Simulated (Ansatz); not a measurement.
A series of calculations on C2H4FN

## 1. Relaxation

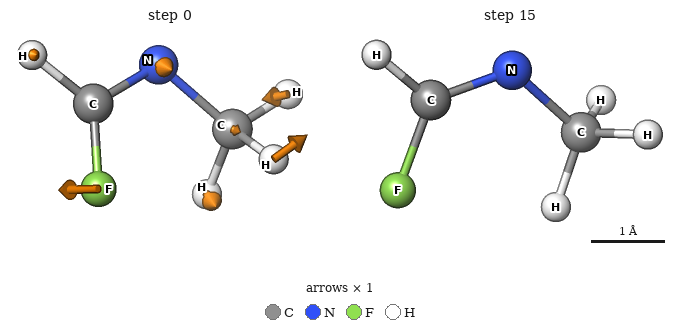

The structure of C2H4FN before (left) and after (right) a relaxation, at one scale. The orange arrows give the displacements, at their true length.

Style: ball-and-stick. Shown at a tilt.

The run prepares an end point of a later path (torsion) calculation, from a guessed geometry.

Method: Ansatz 0.2.0, RKS PBE0-D4/def2-SVP. (no spin polarisation; force threshold 0.015 eV/Å; at most 40 steps)

### Describe what moved and what it gained.

The atom that moves furthest after the best rigid fit is the F atom (0.81 Å). Largest moves by element: F 0.81 Å, H 0.62 Å, N 0.43 Å, C 0.14 Å. Near-neighbour distances that change, for instance: C–F 1.232 → 1.342 Å, C–N 1.295 → 1.245 Å, C–N 1.394 → 1.439 Å, C–H 1.141 → 1.102 Å. Among the angles between lasting bonds that change: F–C–H 122.2° → 111.1°, C–N–C 112.8° → 121.7°, N–C–H 116.2° → 123.8°. Groups turn about C–N by about 60°. The energy falls by 55.4 kJ/mol in 12 accepted moves (15 points after the start). The largest force component goes from 7.3 to 0.014 eV/Å. The line search rejected the trial steps at points 3, 10, 13 of the run. The forces were under the threshold at step 12, but the run went on from there.

## 2. Relaxation

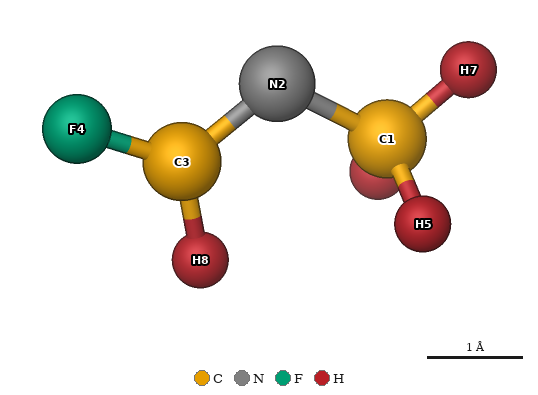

This is the input geometry for a relaxation of C₂H₄FN. The picture is a ball-and-stick view, seen at a tilt.

The run prepares an end point of a later path (torsion) calculation, from a guessed geometry.

These are results of RKS PBE0-D4/def2-SVP (Ansatz), not measurements.

The input:
```yaml
crystal:
  periodic: [false, false, false]
  atoms:
    - { symbol: C, position_ang: [0.03, 0.8977, -0.3263] }
    - { symbol: "N", position_ang: [0.8172, -0.0984, 0.2503] }
    - { symbol: C, position_ang: [0.1647, -1.1979, 0.4552] }
    - { symbol: F, position_ang: [0.70339, -2.18595, 0.95768] }
    - { symbol: H, position_ang: [-0.4062, 0.6282, -1.3322] }
    - { symbol: H, position_ang: [-0.8501, 1.224, 0.3223] }
    - { symbol: H, position_ang: [0.6101, 1.8461, -0.4871] }
    - { symbol: H, position_ang: [-0.92394, -1.19137, 0.16324] }
basis:
  gaussian: { orbitals: def2-SVP }
hamiltonian:
  xc: pbe0
  dispersion: d4
relax:
  f_tol: 0.015
  max_steps: 40
```

Launched with:
```bash
ansatz run input.yaml --threads 1 --pin off --max-ram 2048MiB --backend cpu --events-out ev --progress --plain --runs-dir out
```

**Predict the outcome.**

The atom that moves furthest after the best rigid fit is H8 (0.79 Å). By element the largest moves are H 0.79 Å, N 0.45 Å, F 0.15 Å, C 0.15 Å. Among the contacts that change: C3–F4 1.232 → 1.323 Å, N2–C3 1.295 → 1.244 Å, C1–N2 1.394 → 1.434 Å, C1–H6 1.141 → 1.108 Å. Among the angles between lasting bonds that change: N2–C3–H8 116.2° → 127.6°, F4–C3–H8 122.2° → 111.2°, C1–N2–C3 112.8° → 118.9°. Groups turn about C1–N2 by about 60°. Over 20 accepted moves (21 points after the start) the energy falls by 13.4 kcal/mol. Largest force component: 6.6 eV/Å at the start, 0.0033 eV/Å at the end. The line search rejected the trial step at point 3 of the run. The forces were under the threshold at step 7, but the run went on from there. The run took 72 s on 1 thread of Intel(R) Xeon(R) Processor @ 2.70GHz (shared host), peak memory 0.15 GiB.

History of the run:

```
step  E − E(0), kcal/mol  largest force component, eV/Å      note
   0                0.00                         6.6371          
   1               -8.17                         3.0211          
   2               -8.89                         1.4439          
   3               -7.46                         2.4449  rejected
   4              -11.09                         0.3630          
   5              -11.32                         0.0942          
   6              -11.32                         0.0606          
   7              -11.32                         0.0076          
   8              -11.33                         0.0077          
   9              -11.33                         0.0090          
  10              -11.34                         0.0797          
  11              -11.38                         0.1939          
  12              -11.38                         0.5985          
  13              -12.81                         0.2482          
  14              -13.12                         0.8846          
  15              -13.12                         0.5402          
  16              -13.16                         0.4698          
  17              -13.23                         0.5602          
  18              -13.41                         0.2661          
  19              -13.44                         0.0301          
  20              -13.44                         0.0229          
  21              -13.44                         0.0033
```

The structure at the end:

```xyz
8

C    -0.0088    0.9287   -0.4648
N     0.7038   -0.2762   -0.1517
C     0.1366   -1.1494    0.5295
F     0.7503   -2.2786    0.8455
H    -0.0659    1.0476   -1.5583
H    -1.0373    0.9756   -0.0556
H     0.5539    1.7967   -0.0864
H    -0.8875   -1.1220    0.9450
```

The end point in the same view:

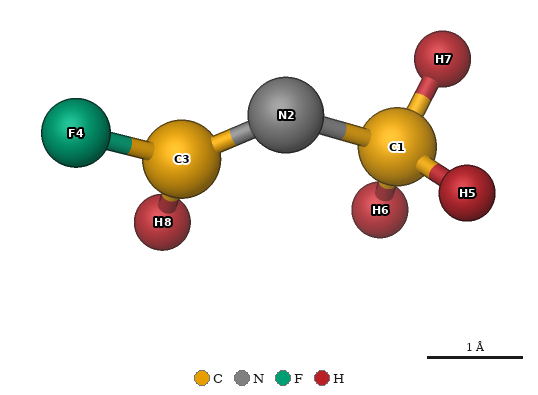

## 3. Path

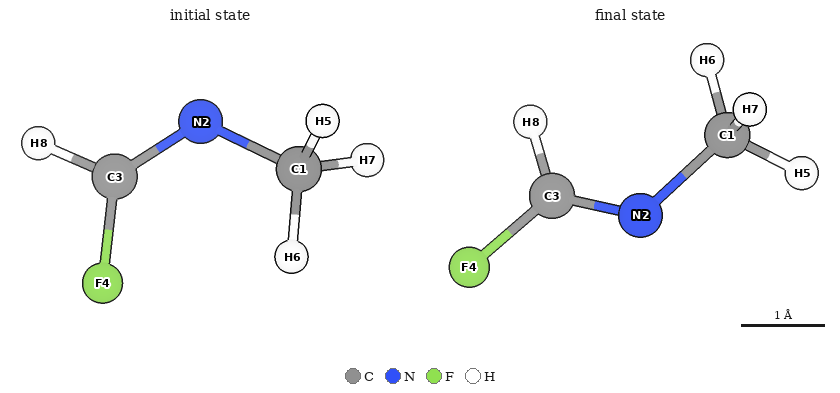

The two relaxed end points of a path for C2H4FN. The picture is a ball-and-stick view, seen from a free direction.

Computed with RKS PBE0-D4/def2-SVP in Ansatz 0.2.0.

The input:
```yaml
crystal:
  periodic: [false, false, false]
  atoms:
    - { symbol: C, position_ang: [-0.01089, 0.934022, -0.452174] }
    - { symbol: "N", position_ang: [0.731139, -0.256467, -0.133407] }
    - { symbol: C, position_ang: [0.216757, -1.198976, 0.496421] }
    - { symbol: F, position_ang: [-1.048213, -1.23121, 0.943468] }
    - { symbol: H, position_ang: [-0.008358, 1.072865, -1.545131] }
    - { symbol: H, position_ang: [-1.053759, 0.938084, -0.094867] }
    - { symbol: H, position_ang: [0.514344, 1.805016, -0.028742] }
    - { symbol: H, position_ang: [0.751181, -2.120535, 0.758531] }
basis:
  gaussian: { orbitals: def2-SVP }
hamiltonian:
  xc: pbe0
  dispersion: d4
neb:
  order_check: false
  images: 7
  f_tol: 0.05
  max_iterations: 60
  initial_path: idpp
  final_atoms:
    - { symbol: C, position_ang: [0.01665455, 0.93627099, -0.46262158] }
    - { symbol: "N", position_ang: [0.70491548, -0.2739783, -0.11767302] }
    - { symbol: C, position_ang: [0.09318397, -1.15286035, 0.51606731] }
    - { symbol: F, position_ang: [0.68278849, -2.28719238, 0.85838986] }
    - { symbol: H, position_ang: [0.03010624, 1.06719761, -1.55618296] }
    - { symbol: H, position_ang: [-1.03591427, 0.98177928, -0.1197331] }
    - { symbol: H, position_ang: [0.5558407, 1.79847561, -0.0394606] }
    - { symbol: H, position_ang: [-0.95537416, -1.12689347, 0.86531311] }
```

Run as
```bash
ansatz run input.yaml --threads 1 --pin off --max-ram 2048MiB --backend cpu --events-out ev --progress --plain --runs-dir out
```

### Predict the minimum-energy path and its barrier.

The energy climbs by 71.6 kJ/mol to image 4 and then falls by 67.1 kJ/mol, so the end point sits at +4.5 kJ/mol. The motion is an in-plane inversion: the angle C1–N2–C3 opens from 122° to 178° on the way and closes on the other side (119° at the end). No bond forms or breaks between the ends. Bond angles that change up to the highest image, for instance: C1–N2–C3 121.7° → 178.0°, N2–C1–H6 114.8° → 108.8°. The band converged in 14 iterations. The largest component of the band force went from 2.8 to 0.036 eV/Å. The climbing image converged on the top of the path. Its vibrational analysis gives one imaginary mode (313i cm⁻¹), as a transition state must have.

Energies of the converged images:

| image | path (Å) | E (kJ/mol) |
| --- | --- | --- |
| 0 | 0.00 | 0.0 |
| 1 | 0.81 | 2.3 |
| 2 | 1.61 | 3.0 |
| 3 | 2.42 | 21.9 |
| 4 | 3.23 | 71.6 |
| 5 | 4.02 | 26.2 |
| 6 | 4.82 | 13.0 |
| 7 | 5.62 | 10.9 |
| 8 | 6.42 | 4.5 |

The geometry at the top of the path:

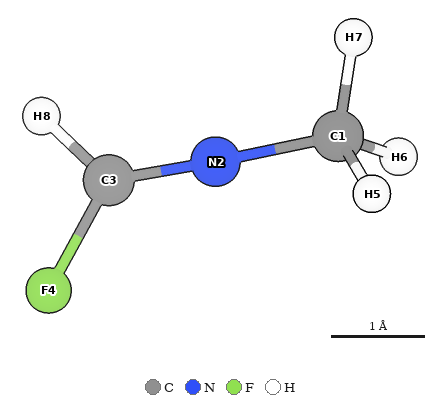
